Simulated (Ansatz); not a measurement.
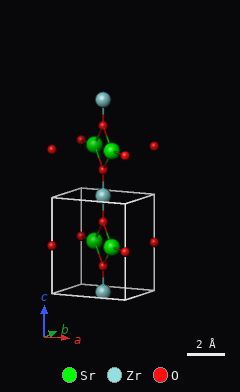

This is the input geometry for a relaxation of a crystal of Sr2ZrO3 (a generated structure, set up in Cmmm) (coarse preliminary run). Style: ball-and-stick. Shown: the cell of the calculation, repeated 1 × 1 × 2 with one cell outlined, slightly off an axis.

Method: Ansatz 0.2.0, DFT PBE, scalar-relativistic, plane waves, PAW.

The input:
```yaml
crystal:
  lattice:
    - [2.8977109, -4.1500871, 0.0]
    - [2.8977109, 4.1500871, 0.0]
    - [0.0, 0.0, 5.24485323]
  atoms:
    - { symbol: Sr, position: [0.30291391, 0.69708609, 0.5] }
    - { symbol: Sr, position: [0.69708609, 0.30291391, 0.5] }
    - { symbol: Zr, position: [0.5, 0.5, 0.0] }
    - { symbol: O, position: [0.5, 0.5, 0.27061935] }
    - { symbol: O, position: [0.5, 0.5, 0.72938065] }
    - { symbol: O, position: [0.0, 0.0, 0.5] }
basis:
  ecutwfc: 420
kpoints:
  mp_grid: { grid: [4, 4, 4] }
hamiltonian:
  xc: pbe
scf:
  occupations: { method: gaussian, width: 0.1 }
  lower_state_search: "off"
output:
  forces: true
  stress: true
  eigenvalues: true
relax:
  adjacent_minimum: "off"
  f_tol: 0.04
  max_steps: 70
  cell: { stress_tol: 0.4 }
```

Command:
```bash
ansatz run input.yaml --threads 1 --pin off --max-ram 2560MiB --backend cpu --events-out ev --progress --plain --runs-dir out
```

Q: Where does the relaxation end?

A: The largest moves relative to the cell, 0.19 Å, are those of Sr1 and Sr2. Sr2 goes along [1 −1 0]. Largest moves by element: Sr 0.19 Å, O 0.03 Å. Zr stays in place. The drawn cell changes as follows: a = b 5.062 → 5.499 Å (+8.6 %), c 5.245 → 7.302 Å (+39.2 %), γ 110.2° → 91.2°; the volume changes by +75.0 %. Among the contacts that change: Sr1–Zr3 3.091 → 4.044 Å, Sr1–Sr2 3.028 → 3.876 Å, Zr3–O4 1.419 → 1.946 Å, Sr1–O4 2.031 → 2.435 Å. Among the angles between lasting bonds that change: O4–Sr1–O5 72.7° → 88.9°, Sr1–O4–Sr2 107.3° → 91.1°, Sr1–O4–Zr3 126.3° → 134.4°. The space group stays Cmmm (No. 65). The energy falls by 3657 meV per atom in 16 accepted moves (19 points after the start). Largest force component: 33 eV/Å at the start, 0.01 eV/Å at the end. Pressure: 65.80 GPa at the start and 0.03 GPa at the end. At 3 points the geometry stayed and the basis and grid were re-selected for the new cell (energy shift of 147 meV per atom at most each time).

Step by step:

```
step  E − E(0), meV/atom  largest force component, eV/Å  pressure, GPa  volume, Å³/atom                      note
   0                0.00                        32.7054          65.80           21.024                          
   1            -2222.27                        13.6245          35.78           22.439                          
   2            -2898.13                         2.1973          18.70           23.906                          
   3            -3146.14                         1.0519          10.54           25.303                          
   4            -3301.43                         0.4301           4.95           26.844                          
   5            -3384.08                         0.3674           1.14           28.671                          
   6            -3394.71                         0.2226          -0.12           29.311                          
   7            -3395.84                         0.1451          -0.09           29.260                          
   8            -3396.29                         0.0253          -0.20           29.209                          
   9            -3396.55                         0.0048           0.00           29.101                          
  10            -3543.66                         0.1348           4.61           29.101  same geometry, new basis
  11            -3600.18                         0.2646           2.54           30.812                          
  12            -3626.63                         0.0798           0.66           32.828                          
  13            -3627.04                         0.0427          -0.03           33.908                          
  14            -3627.04                         0.0173           0.00           33.933                          
  15            -3648.29                         0.0161           0.54           33.933  same geometry, new basis
  16            -3651.77                         0.0762           0.21           35.343                          
  17            -3650.97                         0.1936           0.28           36.422                          
  18            -3651.02                         0.0099          -0.05           36.798                          
  19            -3657.34                         0.0102           0.03           36.798  same geometry, new basis
```

The structure at the end:

```
Sr Zr O
1.0
     3.84938   -3.92756    0.00000
     3.84938    3.92756    0.00000
     0.00000    0.00000    7.30189
Sr Zr O
2 1 3
Direct
  0.27869 0.72131 0.50000
  0.72131 0.27869 0.50000
  0.50000 0.50000 0.00000
  0.50000 0.50000 0.26645
  0.50000 0.50000 0.73355
  0.00000 0.00000 0.50000
```

The end point in the same view:

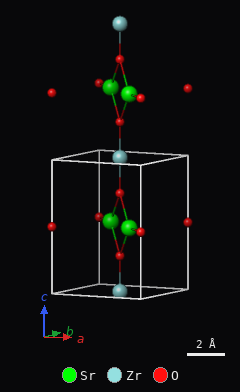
